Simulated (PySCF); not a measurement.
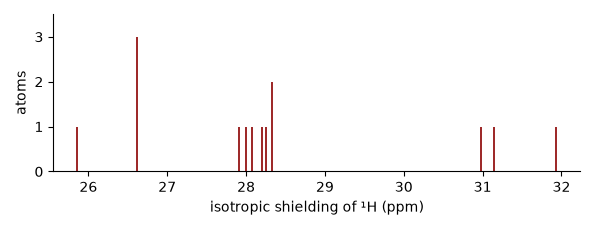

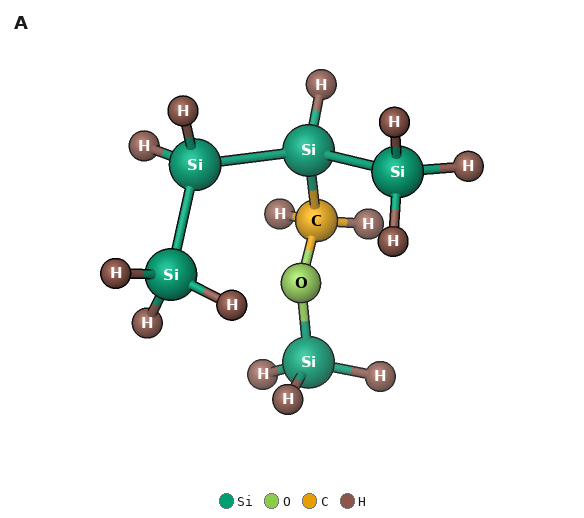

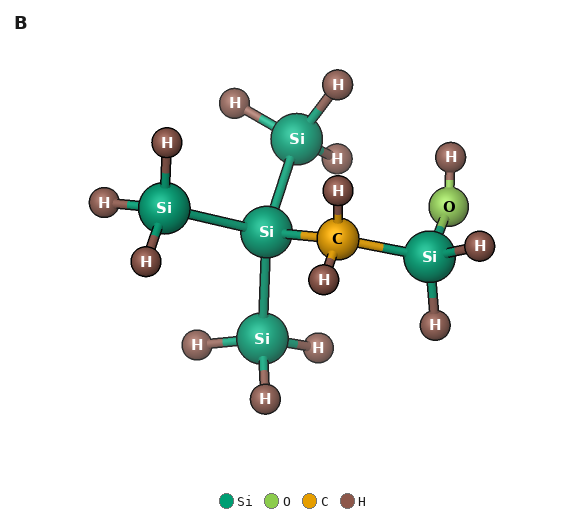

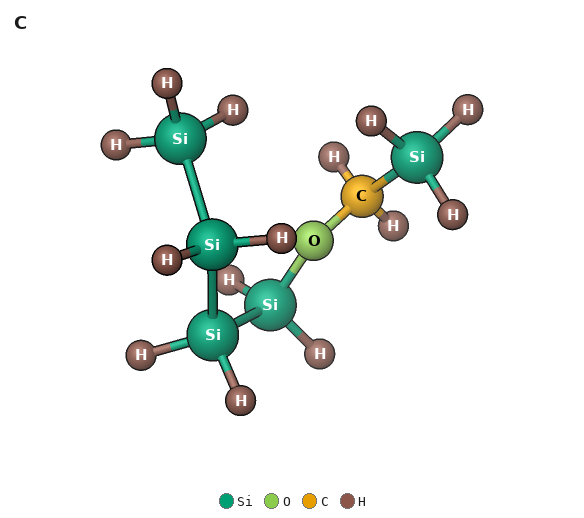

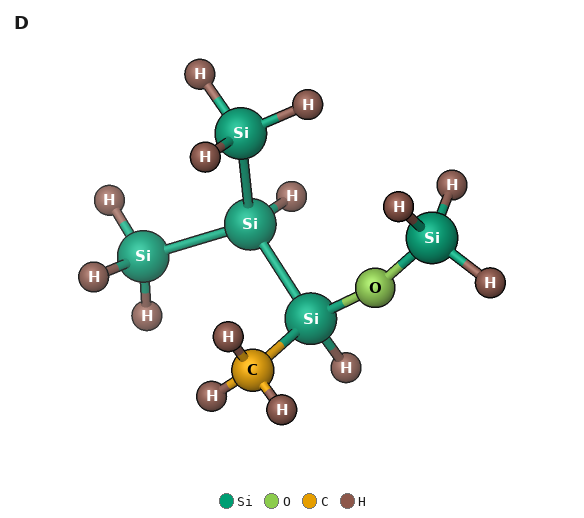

The sticks are computed shieldings of one of the molecules, for one fixed geometry (GFN2-xTB) without averaging over rotations. Low shielding means a high chemical shift. Method: GIAO PBE0/pcSseg-1 NMR shielding, non-relativistic, gas phase (PySCF 2.14.0).

Which molecule gives this pattern?

D, `C[Si@H](O[SiH3])[SiH]([SiH3])[SiH3]`. Its 14 H atoms give lines at 25.86, 26.61 (3 atoms), 27.91, 27.99, 28.07, 28.21, 28.26, 28.33 (2 atoms), 30.98, 31.15, 31.94 ppm.

The geometry is semi-empirical. Around Si such bond lengths and angles can be off by a tenth of an ångström or more and by several degrees, and values that hang on the shape move with them.
